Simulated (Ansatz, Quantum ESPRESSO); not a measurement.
# BaH2 (P6_3/mmc): zone-centre phonons, part 2 of 4

Wanted: the vibrations of BaH2 (P6_3/mmc) at Γ, by two programs.

Quantum ESPRESSO 7.5; DFT LDA, scalar-relativistic, plane waves, PseudoDojo norm-conserving pseudopotentials.

So far. Step 2 (A first look): A gap of 1.4 eV opens on this mesh, so the crystal is taken as an insulator; the start stands at -3.3 GPa. Step 4 (Ground state): The cell stands at -0.028 GPa, close enough for phonons. The relaxed cell has a = 4.358, c = 5.719 Å (conventional setting).

## (5) Linear response at Γ

At q = 0 one unit cell holds all displacements; symmetry groups them into irreducible representations that are solved one by one. The response to a field gives ε∞ and the Born charges, which polar modes need.

The input, ph.in:

```
phonons
&inputph
   prefix = 'x'
   outdir = './tmp'
   fildyn = 'g.dyn'
   tr2_ph = 1.0d-18
   epsil = .true.
/
0.000000000 0.000000000 0.000000000
```

Run with:

```
OMP_NUM_THREADS=1 mpirun -n 4 ph.x -nk 4 -in ph.in > ph.out
```

Log:

```text
[banners, grids, parts of the stress and lines that vanish by symmetry left out]
[banner, memory and clock lines left out]
Program PHONON v.7.5

     ./tmp/x.save/

     IMPORTANT: XC functional enforced from input :
     Exchange-correlation= PW
                           (   1   4   0   0   0   0   0)
     Any further DFT definition will be discarded
     Please, verify this is what you really want

     G-vector sticks info

     Reading collected, re-writing distributed wavefunctions in ./tmp/

     Number and degeneracy of irreps per q-point
       N         xq(1)         xq(2)         xq(3)   N irreps
       1   0.000000000   0.000000000   0.000000000      12
        1   1   2   2   1   1   1   1   2   2   2   2

     Calculation of q =    0.0000000   0.0000000   0.0000000

     phonons

     bravais-lattice index     =            0
     lattice parameter (alat)  =       8.2356  a.u.
     unit-cell volume          =     634.7583 (a.u.)^3
     number of atoms/cell      =            6
     number of atomic types    =            2
     kinetic-energy cut-off    =      62.0000  Ry
     charge density cut-off    =     248.0000  Ry
     convergence threshold     =      1.0E-18
     beta                      =       0.7000
     number of iterations used =            4
     Exchange-correlation= PW
                           (   1   4   0   0   0   0   0)

     celldm(1)=    8.23558  celldm(2)=    0.00000  celldm(3)=    0.00000
     celldm(4)=    0.00000  celldm(5)=    0.00000  celldm(6)=    0.00000

     crystal axes: (cart. coord. in units of alat)
               a(1) = (  1.0000  0.0000  0.0000 )
               a(2) = ( -0.5000  0.8660  0.0000 )
               a(3) = (  0.0000  0.0000  1.3122 )

     reciprocal axes: (cart. coord. in units 2 pi/alat)
               b(1) = (  1.0000  0.5774 -0.0000 )
               b(2) = (  0.0000  1.1547  0.0000 )
               b(3) = (  0.0000 -0.0000  0.7621 )

     Atoms inside the unit cell:

     Cartesian axes

     site n.  atom      mass           positions (alat units)
        1  Ba    137.3270   tau(    1) = (    0.50000    0.28868    0.98414  )
        2  Ba    137.3270   tau(    2) = (   -0.00000    0.57735    0.32805  )
        3  H       1.0080   tau(    3) = (   -0.00000    0.57735    0.98414  )
        4  H       1.0080   tau(    4) = (    0.50000    0.28868    0.32805  )
        5  H       1.0080   tau(    5) = (    0.00000    0.00000    0.65609  )
        6  H       1.0080   tau(    6) = (    0.00000    0.00000    0.00000  )

     Computing dynamical matrix for
                    q = (   0.0000000   0.0000000   0.0000000 )

     25 Sym.Ops. (with q -> -q+G )

     G cutoff =  426.0695  (  41761 G-vectors)     FFT grid: ( 45, 45, 60)
     number of k points=    21
                       cart. coord. in units 2pi/alat
        k(    1) = (   0.0000000   0.0000000   0.0000000), wk =   0.0138889
        k(    2) = (   0.0000000   0.0000000   0.1905219), wk =   0.0277778
        k(    3) = (   0.0000000   0.0000000  -0.3810438), wk =   0.0138889
        [... further k-points left out ...]

     PseudoPot. # 1 for Ba read from file:
     ./pseudo/Ba.upf
     Pseudo is Norm-conserving + core correction, Zval = 10.0

     PseudoPot. # 2 for H  read from file:
     ./pseudo/H.upf
     Pseudo is Norm-conserving, Zval =  1.0

     Mode symmetry, D_6h(6/mmm) point group:

     Electric field:
     Dielectric constant
     Born effective charges as d Force / d E

     Atomic displacements:
     There are   12 irreducible representations

     Representation     1      1 modes -  To be done

     Representation     2      1 modes -  To be done

     Representation     3      2 modes -  To be done

     Representation     4      2 modes -  To be done

[...]
Representation    11      2 modes -  To be done

     Representation    12      2 modes -  To be done

     Alpha used in Ewald sum =   2.4000

     Electric Fields Calculation

      thresh= 1.000E-02 alpha_mix =  0.700 |ddv_scf|^2 =  4.183E-08

      [... iterations left out ...]
      thresh= 1.858E-10 alpha_mix =  0.700 |ddv_scf|^2 =  1.313E-19

     End of electric fields calculation

          Dielectric constant in cartesian axis

          (       6.156323445       0.000000003       0.000000000 )
          (       0.000000003       6.156323451      -0.000000000 )
          (       0.000000000       0.000000000       5.336361248 )

          Effective charges (d Force / dE) in cartesian axis without acoustic sum rule applied (asr)

           atom    1  Ba    Mean Z*:        2.30120
      Ex  (        2.42210       -0.00000        0.00000 )
      Ey  (       -0.00000        2.42210        0.00000 )
      Ez  (        0.00000        0.00000        2.05941 )
           atom    2  Ba    Mean Z*:        2.30120
      Ex  (        2.42210       -0.00000        0.00000 )
      Ey  (       -0.00000        2.42210        0.00000 )
      Ez  (        0.00000        0.00000        2.05941 )
           atom    3  H     Mean Z*:       -1.15145
      Ex  (       -1.12357       -0.00000        0.00000 )
      Ey  (       -0.00000       -1.12357        0.00000 )
      Ez  (       -0.00000       -0.00000       -1.20721 )
           atom    4  H     Mean Z*:       -1.15145
      Ex  (       -1.12357       -0.00000        0.00000 )
      Ey  (       -0.00000       -1.12357        0.00000 )
      Ez  (       -0.00000       -0.00000       -1.20721 )
           atom    5  H     Mean Z*:       -1.17015
      Ex  (       -1.32323       -0.00000       -0.00000 )
      Ey  (       -0.00000       -1.32323       -0.00000 )
      Ez  (        0.00000       -0.00000       -0.86398 )
           atom    6  H     Mean Z*:       -1.17015
      Ex  (       -1.32323       -0.00000       -0.00000 )
      Ey  (       -0.00000       -1.32323       -0.00000 )
      Ez  (        0.00000        0.00000       -0.86398 )

          Effective charges Sum: Mean:       -0.04078
             -0.04940       -0.00000        0.00000
             -0.00000       -0.04940       -0.00000
             -0.00000        0.00000       -0.02355

          Effective charges (d Force / dE) in cartesian axis with asr applied:
           atom    1  Ba    Mean Z*:        2.30800
      E*x (        2.43033       -0.00000        0.00000 )
      E*y (       -0.00000        2.43033       -0.00000 )
      E*z (       -0.00000        0.00000        2.06334 )
           atom    2  Ba    Mean Z*:        2.30800
      E*x (        2.43033       -0.00000        0.00000 )
      E*y (       -0.00000        2.43033       -0.00000 )
      E*z (       -0.00000        0.00000        2.06334 )
           atom    3  H     Mean Z*:       -1.14465
      E*x (       -1.11533        0.00000        0.00000 )
      E*y (        0.00000       -1.11533        0.00000 )
      E*z (       -0.00000        0.00000       -1.20329 )
           atom    4  H     Mean Z*:       -1.14465
      E*x (       -1.11533        0.00000        0.00000 )
      E*y (        0.00000       -1.11533        0.00000 )
      E*z (       -0.00000       -0.00000       -1.20329 )
           atom    5  H     Mean Z*:       -1.16335
[...]
atom    6  H     Mean Z*:       -1.16335
[...]
Representation #   1 mode #   1

     Self-consistent Calculation

      thresh= 1.000E-02 alpha_mix =  0.700 |ddv_scf|^2 =  1.296E-05

      [... iterations left out ...]
      thresh= 1.267E-09 alpha_mix =  0.700 |ddv_scf|^2 =  6.400E-19

     End of self-consistent calculation

     Convergence has been achieved

     Representation #   2 mode #   2

     Self-consistent Calculation

[...]
[... iterations left out ...]
[...]
End of self-consistent calculation

     Convergence has been achieved

     Representation #   3 modes #   3   4

     Self-consistent Calculation

[...]
[... iterations left out ...]
[...]
End of self-consistent calculation

     Convergence has been achieved

     Representation #   4 modes #   5   6

     Self-consistent Calculation

[...]
End of self-consistent calculation

     Convergence has been achieved

     Representation #   5 mode #   7

[...]
Convergence has been achieved

     Representation #   6 mode #   8

[...]
Convergence has been achieved

     Representation #   7 mode #   9

[...]
Convergence has been achieved

     Representation #   8 mode #  10

[...]
Convergence has been achieved

     Representation #   9 modes #  11  12

[...]
Convergence has been achieved

     Representation #  10 modes #  13  14

[...]
Convergence has been achieved

     Representation #  11 modes #  15  16

     Self-consistent Calculation

[...]
[... iterations left out ...]
[...]
End of self-consistent calculation

     Convergence has been achieved

     Representation #  12 modes #  17  18

     Self-consistent Calculation

      thresh= 1.000E-02 alpha_mix =  0.700 |ddv_scf|^2 =  2.937E-09

      [... iterations left out ...]
      thresh= 4.243E-10 alpha_mix =  0.700 |ddv_scf|^2 =  1.236E-19

     End of self-consistent calculation

     Convergence has been achieved

     Number of q in the star =    1
     List of q in the star:
          1   0.000000000   0.000000000   0.000000000

          Dielectric constant in cartesian axis

          (       6.156323445       0.000000003       0.000000000 )
          (       0.000000003       6.156323451      -0.000000000 )
          (       0.000000000       0.000000000       5.336361248 )

          Effective charges (d Force / dE) in cartesian axis without acoustic sum rule applied (asr)

           atom    1  Ba    Mean Z*:        2.30120
      Ex  (        2.42210       -0.00000        0.00000 )
      Ey  (       -0.00000        2.42210        0.00000 )
      Ez  (        0.00000        0.00000        2.05941 )
           atom    2  Ba    Mean Z*:        2.30120
      Ex  (        2.42210       -0.00000        0.00000 )
      Ey  (       -0.00000        2.42210        0.00000 )
      Ez  (        0.00000        0.00000        2.05941 )
           atom    3  H     Mean Z*:       -1.15145
      Ex  (       -1.12357       -0.00000        0.00000 )
      Ey  (       -0.00000       -1.12357        0.00000 )
      Ez  (       -0.00000       -0.00000       -1.20721 )
           atom    4  H     Mean Z*:       -1.15145
      Ex  (       -1.12357       -0.00000        0.00000 )
      Ey  (       -0.00000       -1.12357        0.00000 )
      Ez  (       -0.00000       -0.00000       -1.20721 )
           atom    5  H     Mean Z*:       -1.17015
      Ex  (       -1.32323       -0.00000       -0.00000 )
      Ey  (       -0.00000       -1.32323       -0.00000 )
      Ez  (        0.00000       -0.00000       -0.86398 )
           atom    6  H     Mean Z*:       -1.17015
      Ex  (       -1.32323       -0.00000       -0.00000 )
      Ey  (       -0.00000       -1.32323       -0.00000 )
      Ez  (        0.00000        0.00000       -0.86398 )

          Effective charges Sum: Mean:       -0.04078
             -0.04940       -0.00000        0.00000
             -0.00000       -0.04940       -0.00000
             -0.00000        0.00000       -0.02355

          Effective charges (d Force / dE) in cartesian axis with asr applied:
           atom    1  Ba    Mean Z*:        2.30800
[...]
atom    2  Ba    Mean Z*:        2.30800
[...]
atom    3  H     Mean Z*:       -1.14465
[...]
atom    4  H     Mean Z*:       -1.14465
[...]
atom    5  H     Mean Z*:       -1.16335
      E*x (       -1.31500        0.00000       -0.00000 )
      E*y (        0.00000       -1.31500       -0.00000 )
      E*z (        0.00000       -0.00000       -0.86005 )
           atom    6  H     Mean Z*:       -1.16335
      E*x (       -1.31500        0.00000       -0.00000 )
      E*y (        0.00000       -1.31500       -0.00000 )
      E*z (       -0.00000        0.00000       -0.86005 )

     Diagonalizing the dynamical matrix

     q = (    0.000000000   0.000000000   0.000000000 )

 **************************************************************************
     freq (    1) =       0.024835 [THz] =       0.828392 [cm-1]
     freq (    2) =       0.047234 [THz] =       1.575568 [cm-1]
     freq (    3) =       0.047234 [THz] =       1.575568 [cm-1]
     freq (    4) =       2.445983 [THz] =      81.589204 [cm-1]
     freq (    5) =       2.445983 [THz] =      81.589204 [cm-1]
     freq (    6) =       3.329108 [THz] =     111.047075 [cm-1]
     freq (    7) =       9.820540 [THz] =     327.577944 [cm-1]
     freq (    8) =      13.422141 [THz] =     447.714432 [cm-1]
     freq (    9) =      14.912971 [THz] =     497.443177 [cm-1]
     freq (   10) =      14.912971 [THz] =     497.443178 [cm-1]
     freq (   11) =      15.413428 [THz] =     514.136626 [cm-1]
     freq (   12) =      15.413428 [THz] =     514.136627 [cm-1]
     freq (   13) =      17.904630 [THz] =     597.234182 [cm-1]
     freq (   14) =      22.596891 [THz] =     753.751158 [cm-1]
     freq (   15) =      29.363919 [THz] =     979.474915 [cm-1]
     freq (   16) =      29.363919 [THz] =     979.474915 [cm-1]
     freq (   17) =      29.406939 [THz] =     980.909902 [cm-1]
     freq (   18) =      29.406939 [THz] =     980.909903 [cm-1]
 **************************************************************************

     Mode symmetry, D_6h(6/mmm) point group:

     freq (   1-   1) =          0.8  [cm-1]   --> A_2u            I
     freq (   2-   3) =          1.6  [cm-1]   --> E_1u            I
     freq (   4-   5) =         81.6  [cm-1]   --> E_2g            R
     freq (   6-   6) =        111.0  [cm-1]   --> B_1g
     freq (   7-   7) =        327.6  [cm-1]   --> A_2u            I
     freq (   8-   8) =        447.7  [cm-1]   --> B_1g
     freq (   9-  10) =        497.4  [cm-1]   --> E_1u            I
     freq (  11-  12) =        514.1  [cm-1]   --> E_2u
     freq (  13-  13) =        597.2  [cm-1]   --> A_2u            I
     freq (  14-  14) =        753.8  [cm-1]   --> B_2u
     freq (  15-  16) =        979.5  [cm-1]   --> E_2g            R
     freq (  17-  18) =        980.9  [cm-1]   --> E_1u            I
```

Elapsed: 6.1 min, on 4 MPI ranks of Arm Neoverse V1, shared host; 24 min of CPU time.

Read from the output:

```
miss of the charge sum rule                                       : 0.04940 e
largest acoustic frequency at the zone centre before the sum rule : 1.58 cm⁻¹
highest optical zone-centre mode (no LO-TO term)                  : 980.9 cm⁻¹
lowest optical zone-centre mode                                   : 81.59 cm⁻¹
mean high-frequency dielectric constant                           : 5.883
largest Born charge in size (third of the trace)                  : 2.301 e
```

Optical modes; normalised displacements of the dynamical-matrix file. Modes at Γ, with each element's share of the kinetic energy:

```tsv
mode	frequency (cm⁻¹)	symmetry	Ba %	H %
1	81.6	E2g	100	0
2	81.6	E2g	100	0
3	111.0	B1g	100	0
4	327.6	A2u	1	99
5	447.7	B1g	0	100
6	497.4	E1u	1	99
7	497.4	E1u	1	99
8	514.1	E2u	0	100
9	514.1	E2u	0	100
10	597.2	A2u	1	99
11	753.8	B2u	0	100
12	979.5	E2g	0	100
13	979.5	E2g	0	100
14	980.9	E1u	0	100
15	980.9	E1u	0	100
```

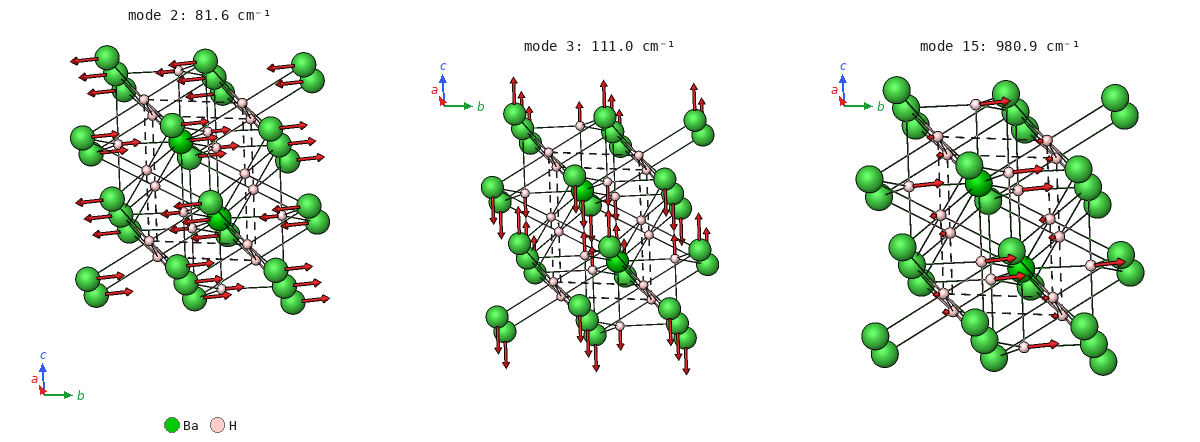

Displacement patterns of modes 2, 3 and 15 at Γ; arrows are exaggerated. Some periodic images of atoms are drawn too.

Born charge (rows field, columns displacement), before the sum rule (e), principal values of the symmetric part by kind of site:

```tsv
atom	atoms with these values	low	middle	high	mean
Ba1	2	2.06	2.42	2.42	2.30
H3	2	-1.21	-1.12	-1.12	-1.15
H5	2	-1.32	-1.32	-0.86	-1.17
```

In full for Ba1:

```
2.42 0.00 0.00
0.00 2.42 0.00
0.00 0.00 2.06
```

High-frequency dielectric tensor:

```
6.16 0.00 0.00
0.00 6.16 0.00
0.00 0.00 5.34
```

The acoustic modes at Γ come out as far as 1.6 cm⁻¹ from zero, where they should vanish, a small numerical error; the Born charges miss their sum rule by 0.049 e, which is fair.

## (6) Modes with the sum rule

A rigid shift of the crystal must cost nothing, but grids and finite bases break this; the acoustic sum rule is imposed before the matrix is diagonalised again. With Born charges the intensities follow, and the static dielectric tensor.

The input, dynmat.in:

```
&input
   fildyn = 'g.dyn'
   asr = 'simple'
   lperm = .true.
/
```

Run with:

```
dynmat.x -in dynmat.in > dynmat.out
```

Log:

```text
[banner, memory and clock lines left out]
Program DYNMAT v.7.5

     Reading Dynamical Matrix from file g.dyn
     ...Force constants read
     ...epsilon and Z* read
     A direction for q was not specified:TO-LO splitting will be absent

     Polarizability (A^3 units)
     multiply by 0.380566 for Clausius-Mossotti correction
        38.595983    0.000000    0.000000
         0.000000   38.595984    0.000000
         0.000000   -0.000000   32.458423

     IR activities are in (D/A)^2/amu units

# mode   [cm-1]    [THz]      IR
    1     -0.00   -0.0000    0.0000
    2      0.00    0.0000    0.0000
    3      0.00    0.0000    0.0000
    4     81.58    2.4457    0.0000
    5     81.58    2.4457    0.0000
    6    111.05    3.3291    0.0000
    7    327.56    9.8199   76.5505
    8    447.70   13.4217    0.0000
    9    497.33   14.9094  107.8931
   10    497.33   14.9094  107.8931
   11    514.02   15.4099    0.0000
   12    514.02   15.4099    0.0000
   13    597.20   17.9037   25.0187
   14    753.73   22.5962    0.0000
   15    979.43   29.3626    0.0000
   16    979.43   29.3626    0.0000
   17    980.87   29.4056   30.1926
   18    980.87   29.4056   30.1926

Electronic dielectric permittivity tensor (relative, adimensional)
         6.156323    0.000000    0.000000
         0.000000    6.156323    0.000000
         0.000000   -0.000000    5.336361

 ... with zone-center polar mode contributions
        16.759208   -0.000000   -0.000000
        -0.000000   16.759208   -0.000000
        -0.000000   -0.000000   23.104651

[end of the log left out, with the tail of the file of modes that dynmat.x writes under the same name]
```

Elapsed: 0.45 s, on 1 thread.

Numbers from this step:

| Quantity | Value |
| --- | --- |
| lowest optical zone-centre mode | 81.58 cm⁻¹ |
| mean static dielectric constant | 18.87 |

Zone-centre frequencies as printed; negative means imaginary. Modes:

```tsv
mode	frequency (cm⁻¹)
1	0
2	0
3	0
4	81.58
5	81.58
6	111
7	327.6
8	447.7
9	497.3
10	497.3
11	514
12	514
13	597.2
14	753.7
15	979.4
16	979.4
17	980.9
18	980.9
```

Degenerate modes summed, no LO-TO term. Infrared lines, with heights relative to the strongest:

```tsv
position (cm⁻¹)	lines merged	IR intensity, relative
82	2	0.0
111	1	0.0
328	1	35
448	1	0.0
497	2	100
514	2	0.0
597	1	12
754	1	0.0
979	2	0.0
981	2	28
```

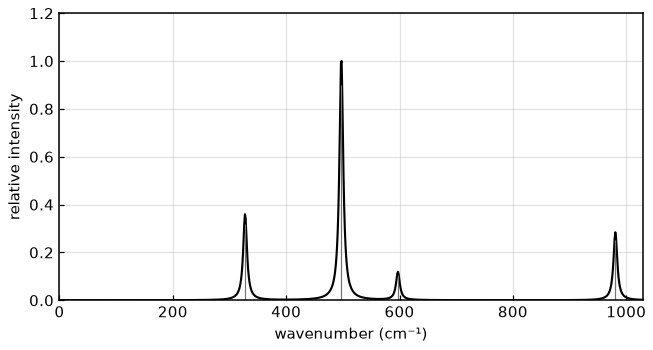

The infrared spectrum, broadened with Lorentzians of width 8 cm⁻¹; bars mark the lines.

Static dielectric tensor (ions relaxed, fixed cell):

```
16.76  0.00  0.00
 0.00 16.76  0.00
 0.00  0.00 23.10
```

The rule moves no optical mode by more than 0.2 cm⁻¹.

## (7) Sum rules set otherwise (asr crystal)

The rule can be imposed in more than one way; the choices should agree where the raw error is small.

The input, dynmat.in:

```
&input
   fildyn = 'g.dyn'
   asr = 'crystal'
   lperm = .true.
/
```

Run with:

```
dynmat.x -in dynmat.in > dynmat.out
```

Log:

```text
[banner, memory and clock lines left out]
Program DYNMAT v.7.5

     Reading Dynamical Matrix from file g.dyn
     ...Force constants read
     ...epsilon and Z* read
     Acoustic Sum Rule: || Z*(ASR) - Z*(orig)|| =    3.009875E-02
     Acoustic Sum Rule: ||dyn(ASR) - dyn(orig)||=    1.309517E-05
     A direction for q was not specified:TO-LO splitting will be absent

     Polarizability (A^3 units)
     multiply by 0.380566 for Clausius-Mossotti correction
        38.595983    0.000000    0.000000
         0.000000   38.595984    0.000000
         0.000000   -0.000000   32.458423

     IR activities are in (D/A)^2/amu units

# mode   [cm-1]    [THz]      IR
    1     -0.00   -0.0000    0.0000
    2     -0.00   -0.0000    0.0000
    3      0.00    0.0000    0.0000
    4     81.59    2.4460    0.0000
    5     81.59    2.4460    0.0000
    6    111.05    3.3291    0.0000
    7    327.58    9.8205   76.5524
    8    447.71   13.4221    0.0000
    9    497.39   14.9114  107.8978
   10    497.39   14.9114  107.8978
   11    514.14   15.4134    0.0000
   12    514.14   15.4134    0.0000
   13    597.22   17.9043   25.0168
   14    753.75   22.5969    0.0000
   15    979.47   29.3639    0.0000
   16    979.47   29.3639    0.0000
   17    980.91   29.4068   30.1879
   18    980.91   29.4068   30.1879

Electronic dielectric permittivity tensor (relative, adimensional)
         6.156323    0.000000    0.000000
         0.000000    6.156323    0.000000
         0.000000   -0.000000    5.336361

 ... with zone-center polar mode contributions
        16.756859   -0.000000   -0.000000
        -0.000000   16.756859   -0.000000
        -0.000000   -0.000000   23.102707

   6) =       3.329107 [THz] =     111.047069 [cm-1]
[end of the log left out, with the tail of the file of modes that dynmat.x writes under the same name]
```

Elapsed: 0.45 s, on 1 thread.

Numbers from this step:

| Item | Value |
| --- | --- |
| lowest optical zone-centre mode | 81.59 cm⁻¹ |

Zone-centre frequencies as printed; negative means imaginary. Modes:

```tsv
mode	frequency (cm⁻¹)
1	0
2	0
3	0
4	81.59
5	81.59
6	111
7	327.6
8	447.7
9	497.4
10	497.4
11	514.1
12	514.1
13	597.2
14	753.8
15	979.5
16	979.5
17	980.9
18	980.9
```

Against the first rule no mode moves by more than 0.2 cm⁻¹.

[end of part 2 of 4]

[Host names and launcher messages were left out of these logs when they were recorded.]

[Logs are printed without paths, hosts, clocks, repeated set-up lines and the standing remarks that a program may print on its own settings, such as how far it seeks lower states.]

[Hosts, paths, dates, database ids (printed as entryN), source tags and the programs' standing remarks are cut or masked in the printed files.]
